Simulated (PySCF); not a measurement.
CH3FI2Si, SMILES F[Si](I)(C)I at its PBE0/def2-SVP optimised geometry (Å):

```
8

C     -1.0592    -2.0553     1.5064
Si    -0.4524    -1.1642     0.0000
F      1.1679    -1.1642     0.0000
I     -1.1679     1.1642     0.0000
I     -1.1652    -2.2871    -2.0407
H     -0.6816    -3.0893     1.5009
H     -2.1584    -2.0762     1.5256
H     -0.6952    -1.5438     2.4107
```

Level of theory: PBE0/def2-TZVP, def2 effective core potentials past Kr run with PySCF 2.14.0. The core electrons that the potentials of I replace are not part of the density. Cells within 0.4 Å of a nucleus heavier than hydrogen are left out (blank, or x).

Map of the deformation density (molecule minus spherical neutral atoms) (e/bohr³) on the plane z = 0.0 Å:

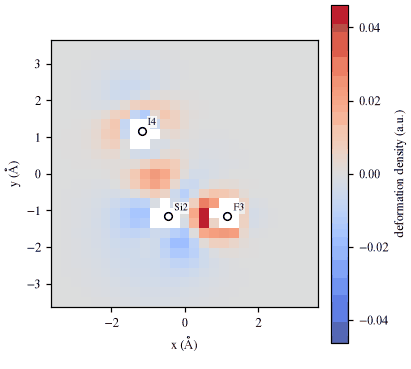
*Deformation density (molecule minus spherical neutral atoms) (e/bohr³) on the plane z = 0.0 Å.*
